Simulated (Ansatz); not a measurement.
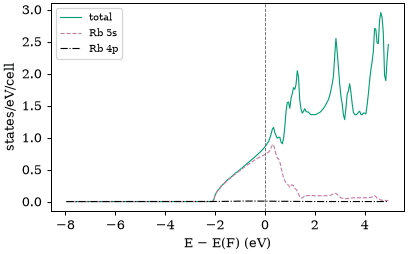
Total and projected density of states of Rb (bcc (W type), space group No. 229), DFT-r²SCAN+D4 in the program Ansatz with PAW potentials

Problem. Which orbitals carry the states next to the Fermi level?

Solution. Within 0.5 eV of the Fermi level: Rb 5s 85 %, outside the projected shells 15 %. Projections are on Löwdin-orthogonalised atomic valence shells; empty p or d shells of many metals are not among them.

Space group Im-3m (bcc (W type)). The r²SCAN+D4 relaxation kept the symmetry of its start. The pairwise dispersion correction was not fitted to metals. Scalar-relativistic: spin–orbit coupling is off unless named, which matters more the heavier the elements.

Potentials: the later of the program's two PAW sets.
